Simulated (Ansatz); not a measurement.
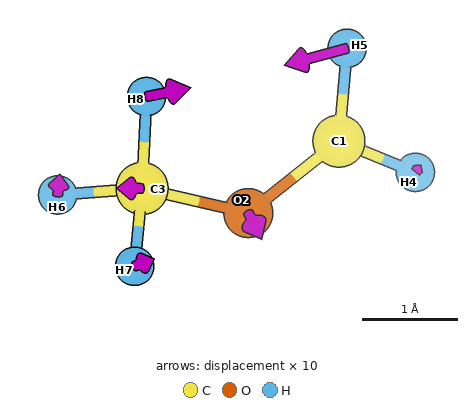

This is a relaxation of C₂H₅O (charge +1). The starting structure is drawn; purple arrows show the displacements, 10 times their true length. The two geometries are superimposed by the best rigid fit.

The picture is a ball-and-stick view, seen at a tilt.

Level of theory: RKS PBE0-D4/def2-TZVP in Ansatz 0.2.0. Settings: force threshold 0.005 eV/Å; at most 200 steps.

What did the optimiser do to the structure, and how much energy did it gain?

Answer. Over 7 accepted moves (8 points after the start) the energy falls by 0.074 eV. The largest force component goes from 1.5 to 0.0044 eV/Å. The line search rejected the trial step at point 4 of the run. The largest move after the best rigid fit is that of H5, 0.076 Å. By element the largest moves are H 0.076 Å, O 0.041 Å, C 0.032 Å. Some distances before and after: O2–C3 1.405 → 1.468 Å, C1–O2 1.227 → 1.231 Å. Bond angles that change, for instance: H6–C3–H7 106.3° → 110.9°, O2–C3–H8 113.3° → 109.6°, H4–C1–H5 118.7° → 122.2°.
